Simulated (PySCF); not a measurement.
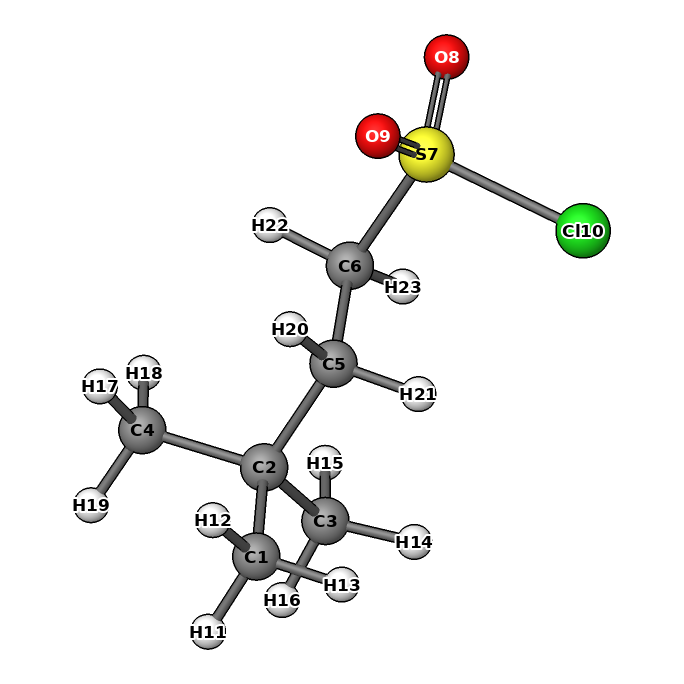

The questions are on isotropic NMR shieldings of the H atoms. The computed structure is the end point of a GFN2-xTB optimisation. No frequency run is at hand to confirm it as a minimum. Properties computed with GIAO PBE0/pcSseg-1 NMR shielding, non-relativistic, gas phase (PySCF 2.14.0).

### Which H atom is the most shielded (lowest chemical shift)?

H14, H15 (30.84 ppm).

### Which H atom is the least shielded (highest chemical shift)?

H22 (28.56 ppm).

### How wide is the range of H shifts?

2.28 ppm.

List the isotropic NMR shieldings of the H atoms.

| atom | σ (ppm) |
| --- | --- |
| H11 | 30.67 |
| H12 | 30.57 |
| H13 | 30.58 |
| H14 | 30.84 |
| H15 | 30.84 |
| H16 | 30.68 |
| H17 | 30.83 |
| H18 | 30.80 |
| H19 | 30.66 |
| H20 | 29.81 |
| H21 | 29.81 |
| H22 | 28.56 |
| H23 | 28.58 |
